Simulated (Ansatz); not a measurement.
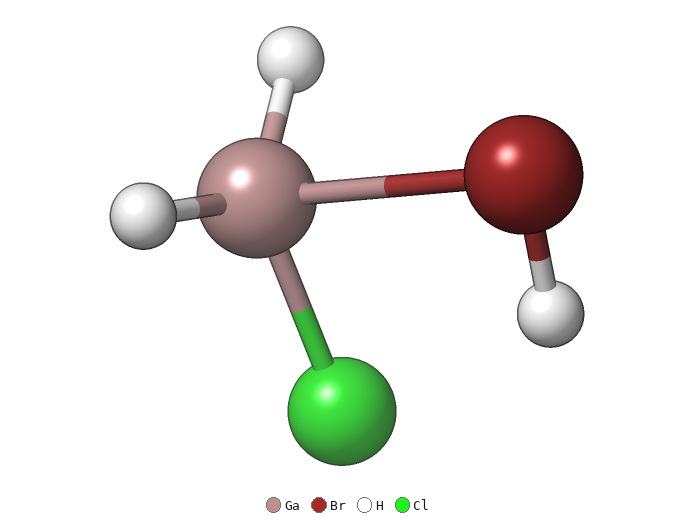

A ball-and-stick model of a molecule.

Computed geometry: PBE0-D4/def2-TZVP optimisation.

**Give the formula.**

BrClGaH₃, 6 atoms: 1 bromine, 1 chlorine, 1 gallium and 3 hydrogen.

**What is the point group of this geometry?**

Cs.

More results for the same structure follow; atom numbers are the same in all pictures, views and colours differ.

**Geometry**

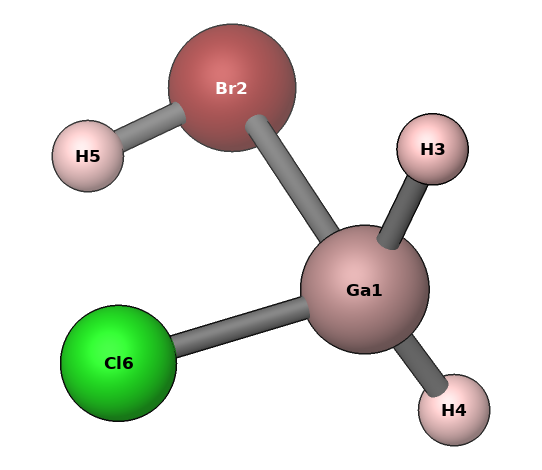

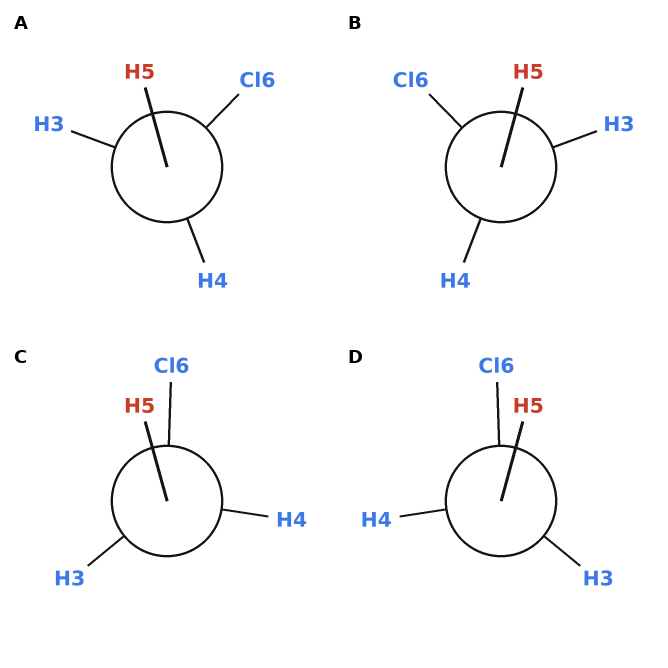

Distant atoms are faded towards the background colour. Bonds that would overlap in a projection are set slightly apart.

**Which Newman projection shows the view along Br2–Ga1, with Br2 in front?**

C. The torsion angle H5–Br2–Ga1–Cl6 is 0°, synperiplanar (eclipsed).

**Vibrations**

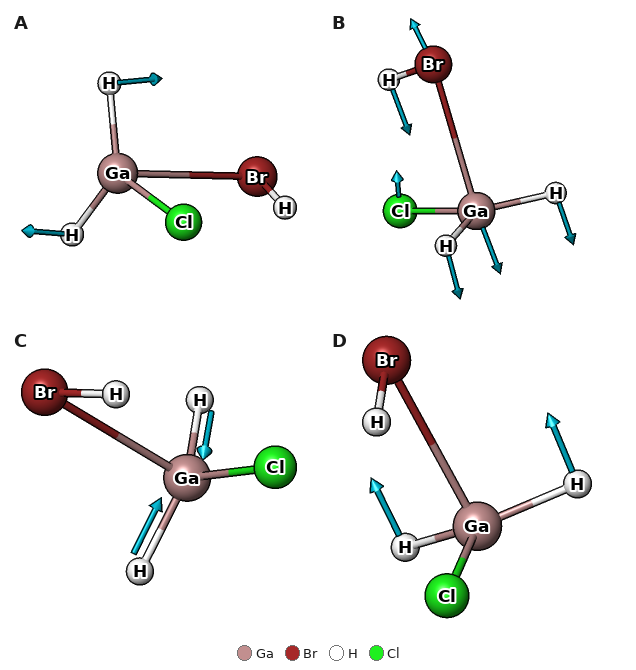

4 normal modes of one molecule or complex, as arrows. Harmonic vibrations computed with RKS PBE0-D4/def2-TZVP (Ansatz 0.2.0) at a stationary point of the same level.

**Match the panels to the wavenumbers 95 cm⁻¹, 334 cm⁻¹, 638 cm⁻¹, 2016 cm⁻¹.**

A: 334 cm⁻¹, Br–Ga–H bending
B: 95 cm⁻¹
C: 2016 cm⁻¹, in-phase stretching of 2 Ga–H bonds
D: 638 cm⁻¹, Br–Ga–H bending

**Dipole moment**

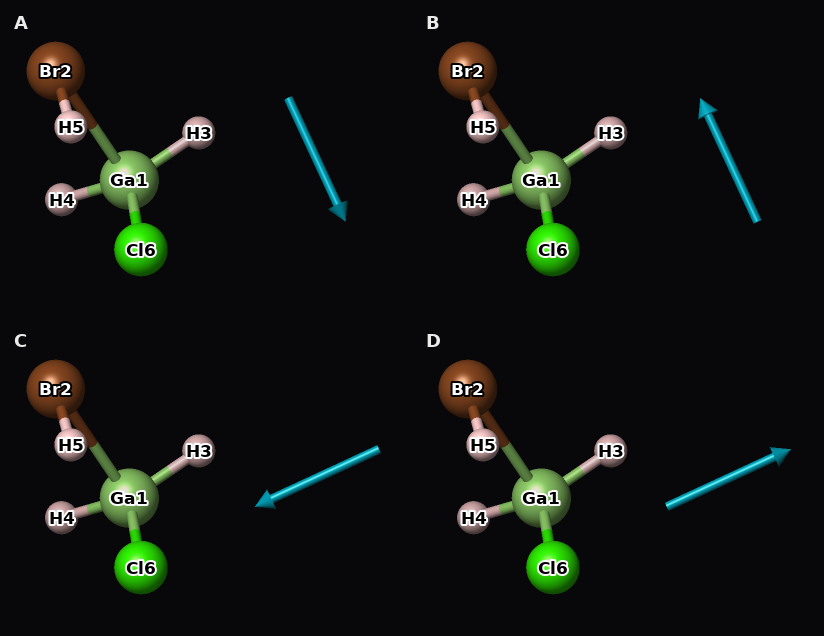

The same molecule four times, each with an arrow. Level of theory: RKS PBE0-D4/def2-TZVP (Ansatz 0.2.0).

**Which arrow points along the dipole moment, from the negative to the positive end?**

B. The dipole moment is 2.08 D; it points from the side of Cl6 to the side of Br2 (the outermost atoms at the two ends).

**Charges**

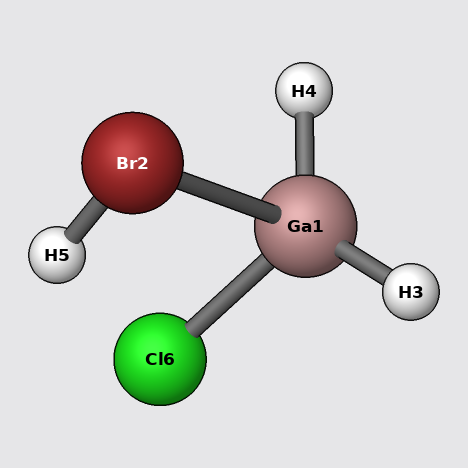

The questions are on Mulliken charges. Level of theory: RKS PBE0-D4/def2-TZVP (Ansatz 0.2.0).

List the Mulliken charges.

| atom | value (e) |
| --- | --- |
| Ga1 | 0.39 |
| Br2 | −0.15 |
| H3 | −0.07 |
| H4 | −0.07 |
| H5 | 0.25 |
| Cl6 | −0.36 |

Mulliken values depend strongly on the basis set and can even reverse the polarity of a bond.
